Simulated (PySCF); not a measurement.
SMILES C(CF)F (C2H4F2) at its PBE0/def2-SVP optimised geometry (Å):

```
8

F      1.6132    -0.7157     0.0000
C      0.2445    -0.7157     0.0000
C     -0.2445     0.7157     0.0000
F     -1.6132     0.7157     0.0000
H     -0.1246    -1.2448    -0.8949
H     -0.1245    -1.2447     0.8950
H      0.1246     1.2448     0.8949
H      0.1245     1.2447    -0.8950
```

Calculation: PBE0/def2-TZVP run with PySCF 2.14.0. Cells within 0.4 Å of a nucleus heavier than hydrogen are left out (blank, or x).

Map of the electron localisation function on the plane z = 0.0 Å:

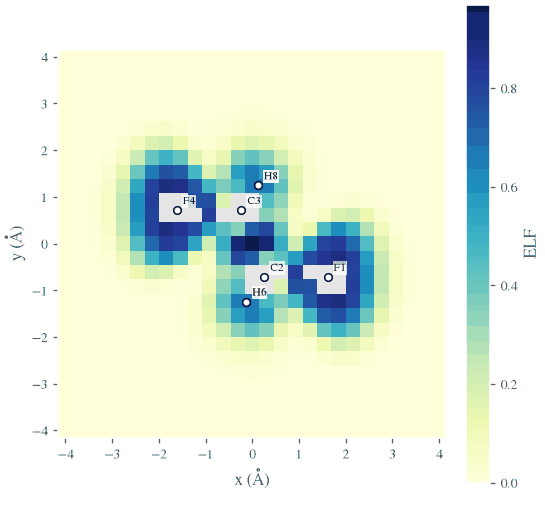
Figure: Electron localisation function on the plane z = 0.0 Å.
